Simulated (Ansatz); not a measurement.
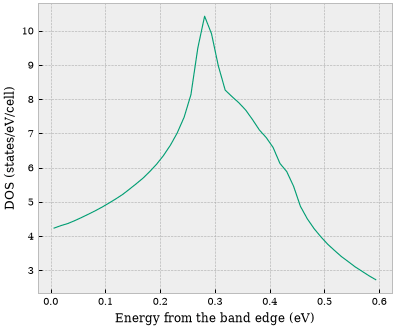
Fig. 1. Density of states of HfSiO4 (I4_1/amd) above the conduction band minimum, PBEsol, rigid bands run with Ansatz (a program for electronic structure); cell volume 129.2 Å³.

### Question
What effective density of states at 300 K does this give (∫ g(E) exp(−E/k_BT) dE, both spins, divided by the cell's size)?

### Answer
9.0e20 cm⁻³, a density-of-states mass of 10.8 mₑ, valleys and band degeneracy included.

Spin-orbit coupling is left out; with 5d elements it also splits d-like band edges. Geometry: cell and atoms relaxed with PBEsol.

Formula and space group known from diffraction (Crystallography Open Database), not checked to be the room-temperature form: HfSiO4 (I4_1/amd).
